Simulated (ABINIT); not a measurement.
# Beyond one shot: AlN (P6_3mc), part 2 of 2

Aim: iterate the self-energy on AlN (P6_3mc) and follow the gap from cycle to cycle.

ABINIT 10.8.3; PBE and many-body steps on it, plane waves. Known limits of the many-body steps: not at the basis limit.

So far. Step 3 (Screening, 6×6×4 mesh, 161 bands, screening to 195.9 eV): Local fields lower ε∞ by 9 %. Step 4 (G0W0): The gap on the mesh goes from 4.22 eV to 5.60 eV, a correction of +1.38 eV.

The database entry behind the starting cell differs from later determinations by our own check (inner coordinate u about 0.002 short), so it need not match the best structure at ambient conditions.

### Step 5. evGW0, cycle 1

This step: evGW0 on PBE, plane waves, norm-conserving pseudopotentials.

The input, run.abi:

```
acell 3*1.0 Angstrom
rprim 
  3.113000000011 -0.000000000003 0.000000000000
  -1.556500000003 2.695937081992 0.000000000000
  0.000000000000 0.000000000000 4.981000000000
ntypat 2
znucl 13 7
natom 4
typat 1 1 2 2
xred 
  0.333333333333 0.666666666667 0.000000000000
  0.666666666667 0.333333333333 0.500000000000
  0.333333333333 0.666666666667 0.380000000000
  0.666666666667 0.333333333333 0.880000000000
pp_dirpath "pseudos"
pseudos "Al.upf, N.upf"
ecut 36
ngkpt 6 6 4
nshiftk 1
shiftk 0 0 0
kptopt 1
chksymbreak 0
istwfk *1
occopt 1
irdwfk 1
optdriver 4
nband 161
gwcalctyp 10
ecutsigx 36
symsigma 1
nkptgw 21
kptgw 
  0.0000000000 0.0000000000 0.0000000000
  0.1666666667 0.0000000000 0.0000000000
  0.3333333333 0.0000000000 0.0000000000
  0.5000000000 0.0000000000 0.0000000000
  0.1666666667 0.1666666667 0.0000000000
  0.3333333333 0.1666666667 0.0000000000
  0.3333333333 0.3333333333 0.0000000000
  0.0000000000 0.0000000000 0.2500000000
  0.1666666667 0.0000000000 0.2500000000
  0.3333333333 0.0000000000 0.2500000000
  0.5000000000 0.0000000000 0.2500000000
  0.1666666667 0.1666666667 0.2500000000
  0.3333333333 0.1666666667 0.2500000000
  0.3333333333 0.3333333333 0.2500000000
  0.0000000000 0.0000000000 0.5000000000
  0.1666666667 0.0000000000 0.5000000000
  0.3333333333 0.0000000000 0.5000000000
  0.5000000000 0.0000000000 0.5000000000
  0.1666666667 0.1666666667 0.5000000000
  0.3333333333 0.1666666667 0.5000000000
  0.3333333333 0.3333333333 0.5000000000
bdgw 
  1 22
  1 22
  1 22
  1 22
  1 22
  1 22
  1 22
  1 22
  1 22
  1 22
  1 22
  1 22
  1 22
  1 22
  1 22
  1 22
  1 22
  1 22
  1 22
  1 22
  1 22
ecuteps 7.2
irdscr 1
ppmodel 1
indata_prefix "in"
outdata_prefix "out"
tmpdata_prefix "tmp"
```

Run with:

```console
OMP_NUM_THREADS=1 mpirun -n 8 abinit run.abi > log
```

The program printed:

```text
.Version 10.8.3 of ABINIT. v10.8.2 released Aug 2026.

 Symmetries : space group P6_3 m c (#186); Bravais hP (primitive hexag.)
[... echo of the input left out ...]
== DATASET  1 ==================================================================
-   mpi_nproc: 8, omp_nthreads: 1 (-1 if OMP is not activated)

--- !DatasetInfo
iteration_state: {dtset: 1, }
dimensions: {natom: 4, nkpt: 21, mband: 161, nsppol: 1, nspinor: 1, nspden: 1, mpw: 2934, }
cutoff_energies: {ecut:  36.0, pawecutdg:  -1.0, }
electrons: {nelect:   1.60000000E+01, charge:   0.00000000E+00, occopt:   1.00000000E+00, tsmear:   1.00000000E-02, }

 SIGMA: Calculation of the GW corrections

 Based on a program developped by R.W. Godby, V. Olevano, G. Onida, and L. Reining.
 Incorporated in ABINIT by V. Olevano, G.-M. Rignanese, and M. Torrent.
.Using double precision arithmetic ; gwpc =  8

[... cell and pseudopotentials left out ...]
--------------------------------------------------------------------------------

 ==== K-mesh for the wavefunctions ====
 Number of points in the irreducible wedge :    21
[... list of points left out ...]
 Together with 12 symmetry operations and time-reversal symmetry
 yields   144 points in the full Brillouin Zone.

 ==== Q-mesh for screening function ====
 Number of points in the irreducible wedge :    21
[... list of points left out ...]
 Together with 12 symmetry operations and time-reversal symmetry
 yields   144 points in the full Brillouin Zone.

 vcoul_init : cutoff-mode = AUXILIARY_FUNCTION
 q-points for optical limit:   1
     1)      0.000010    0.000020    0.000030
 setmesh: FFT mesh size selected  =    27x   27x   54
          total number of points  =        39366

 Number of electrons calculated from density =   16.0000; Expected =   16.0000
[...]
QP_gap     :    8.853
Delta_QP_KS:    1.602
data: !SigmaeeData |
     Band     E_DFT   <VxcDFT>   E(N-1)  <Hhartree>   SigX  SigC[E(N-1)]    Z     dSigC/dE  Sig[E(N)]  DeltaE  E(N)_pert E(N)_diago
[...]
--- !SelfEnergy_ee
iteration_state: {dtset: 1, }
kpoint     : [   0.333,    0.333,    0.500, ]
spin       : 1
KS_gap     :    8.221
QP_gap     :    9.958
Delta_QP_KS:    1.737
data: !SigmaeeData |
     Band     E_DFT   <VxcDFT>   E(N-1)  <Hhartree>   SigX  SigC[E(N-1)]    Z     dSigC/dE  Sig[E(N)]  DeltaE  E(N)_pert E(N)_diago
[...]
21    28.583   -11.693    28.583    40.276    -3.680    -7.196     0.717    -0.395   -11.108     0.585    29.169    29.400
       22    28.583   -11.693    28.583    40.276    -3.680    -7.196     0.717    -0.395   -11.108     0.585    29.169    29.400

 New Fermi energy :        2.685631E-01 Ha ,    7.307973E+00 eV
 New Exchange energy :    -6.281089E+00 Ha ,   -1.709171E+02 eV

 === QP Band Gaps ===
  >>>> For spin  1
   Minimum direct gap =   5.9491 [eV], located at k-point      :   0.0000  0.0000  0.0000
   Fundamental gap    =   5.9491 [eV], Top of valence bands at :   0.0000  0.0000  0.0000
                                       Bottom of conduction at :   0.0000  0.0000  0.0000

 writing QP data on file : out_QPS

 Convergence of QP corrections
 >>>>> For spin  1 <<<<<
.  kptgw no:  1; Maximum DeltaE = (  -1.476   0.004) for band index:  3
.  kptgw no:  2; Maximum DeltaE = (  -1.430   0.002) for band index:  3
.  kptgw no:  3; Maximum DeltaE = (  -1.356   0.001) for band index:  4
[...]
.  kptgw no: 20; Maximum DeltaE = (  -1.399   0.001) for band index:  3
.  kptgw no: 21; Maximum DeltaE = (  -1.361   0.002) for band index:  4

== END DATASET(S) ==============================================================
================================================================================

 -outvars: echo values of variables after computation  --------
           etotal      0.0000000000E+00
            nband         161
             nkpt          21
          spgroup         186
 [... the other variables as echoed above ...]

 Calculation completed.
```

The job ended after 21 min (8 MPI ranks of Intel Xeon 6975P-C (Granite Rapids), shared host; peak memory 4.8 GiB).

This step gave:

```
quasiparticle gap on the mesh                         : 5.950 eV
gap of the density functional on the mesh             : 4.220 eV
k of the valence top                                  : 0, 0, 0
k of the conduction bottom                            : 0, 0, 0
Z at the valence top                                  : 0.787
Z at the conduction bottom                            : 0.818
least direct quasiparticle gap on the computed points : 5.950 eV
```

Against G0W0 in ABINIT (6×6×4 mesh, 161 bands, screening to 195.9 eV, Godby-Needs plasmon pole), the gap moves by +0.346 eV. This first cycle still uses the starting levels; it takes the full correction, at all points of the mesh, and its linearised value is 5.604 eV.

### Step 6. evGW0, cycle 2

The corrected levels of the last cycle go back in.

Edit run.abi of step 5 so:

```diff
@@ -78,2 +78,3 @@
 ppmodel 1
+irdqps 1
 indata_prefix "in"
```

The program printed:

```text
.Version 10.8.3 of ABINIT. v10.8.2 released Aug 2026.

 Symmetries : space group P6_3 m c (#186); Bravais hP (primitive hexag.)
[... echo of the input left out ...]
== DATASET  1 ==================================================================
-   mpi_nproc: 8, omp_nthreads: 1 (-1 if OMP is not activated)

--- !DatasetInfo
iteration_state: {dtset: 1, }
dimensions: {natom: 4, nkpt: 21, mband: 161, nsppol: 1, nspinor: 1, nspden: 1, mpw: 2934, }
cutoff_energies: {ecut:  36.0, pawecutdg:  -1.0, }
[...]
.  kptgw no:  3; Maximum DeltaE = (  -0.115  -0.000) for band index: 12
[...]
.  kptgw no: 20; Maximum DeltaE = (   0.110   0.001) for band index:  3
.  kptgw no: 21; Maximum DeltaE = (  -0.154   0.000) for band index: 14

== END DATASET(S) ==============================================================
================================================================================

 -outvars: echo values of variables after computation  --------
           etotal      0.0000000000E+00
            nband         161
             nkpt          21
          spgroup         186
 [... the other variables as echoed above ...]

 Calculation completed.
```

Run time: 21 min. Hardware: 8 MPI ranks; peak memory 4.8 GiB; 2.8 h of CPU time.

Numbers from this step:

| Item | Value |
| --- | --- |
| quasiparticle gap on the mesh | 5.849 eV |
| gap of the density functional on the mesh | 4.220 eV |
| k of the valence top | 0, 0, 0 |
| k of the conduction bottom | 0, 0, 0 |
| least direct quasiparticle gap on the computed points | 5.849 eV |

Against the cycle before, the gap moves by −0.101 eV.

### Step 7. Side by side

Times are wall times on 8 MPI ranks of Intel Xeon 6975P-C (Granite Rapids), shared host, good to a factor of about two. A run's time includes the screening step that it read.

| run | mesh | bands | screening cutoff (eV) | DFT gap (eV) | gap on the mesh (eV) | direct (eV) | ε∞ used | time |
| --- | --- | --- | --- | --- | --- | --- | --- | --- |
| G0W0 | 6×6×4 | 161 | 195.9 | 4.220 | 5.604 | 5.604 | 4.21 | 71 s |
| evGW0, cycle 1 | 6×6×4 | 161 | 195.9 | 4.220 | 5.950 | 5.950 | 4.21 | 22 min |
| evGW0, cycle 2 | 6×6×4 | 161 | 195.9 | 4.220 | 5.849 | 5.849 | 4.21 | 22 min |

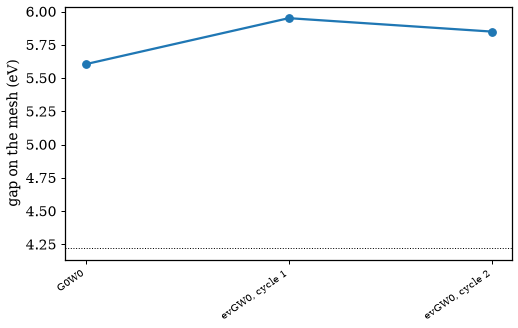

The gap through the cycles; the dotted line is the starting gap.

### Step 8. What came out

- G0W0: 5.604 eV
- evGW0, cycle 1: 5.950 eV
- evGW0, cycle 2: 5.849 eV
- known limits: not at the basis limit

Only the bands that the input lists are updated; the others, empty or deep, keep the functional's energies or take a rigid shift. evGW0 ends at 5.85 eV, +0.24 eV from G0W0, after 2 cycles that took 42 min beside the first screening; the last moved the gap by 0.101 eV, so the loop had not settled. The first cycle of evGW0 takes the full correction, without the factor Z, so it overshoots the one-shot value. Bands and cutoff are finite, so the gap is not at the basis limit. The miss can reach some tenths of an eV and take either sign; the mesh is an error of its own.

[Paths, hosts, dates, memory and timing lines, banners, echoed tables and standing remarks are left out of the program output.]

[Logs are printed without paths, hosts, clocks, repeated set-up lines and the standing remarks that a program may print on its own settings, such as how far it seeks lower states.]

[Runs of the session that timed out or met a known fault of the program may be left out.]

[Hosts, paths, dates, database ids (printed as entryN), source tags and the programs' standing remarks are cut or masked in the printed files.]

[G0W0 gaps are taken among the corrected bands and points alone; a level outside them can change the order at an edge.]

[Where Ansatz stands beside ABINIT at settings called matched, ABINIT's density can come from a denser mesh and the files from another edition; pairs whose starting gaps differed by over 0.03 eV were left out, so agreement reads better than it is.]
